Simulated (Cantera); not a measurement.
Input: 1 mol SiC, 0.05 mol O2, 22 mol N2, equilibrated at 0.130 Pa.

Cantera equilibrium calculation (NASA polynomials, part measured and part estimated; ideal gas, pure solids and liquids). Candidate condensed phases: C, Si, SiC, SiO2, Si2N2O, Si3N4; 34 gas species. The tables' values for SiN are old estimates; treat these amounts as uncertain. The numbers say what is thermodynamically allowed, not how fast it happens.

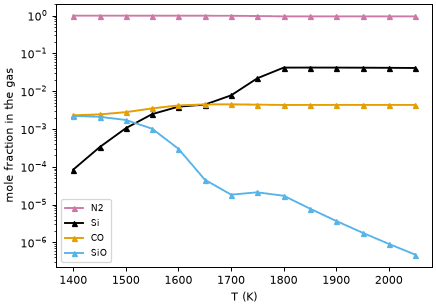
Figure. Equilibrium gas composition (values under 1e-9 drawn at 1e-9)

From 1400 K to 1650 K the condensed part is SiC(s). From 1700 K to 1750 K the condensed part is C(graphite) + SiC(s). From 1800 K to 2050 K the condensed part is C(graphite). The main Si-bearing gas is SiO at 1400 K and Si at 2050 K.
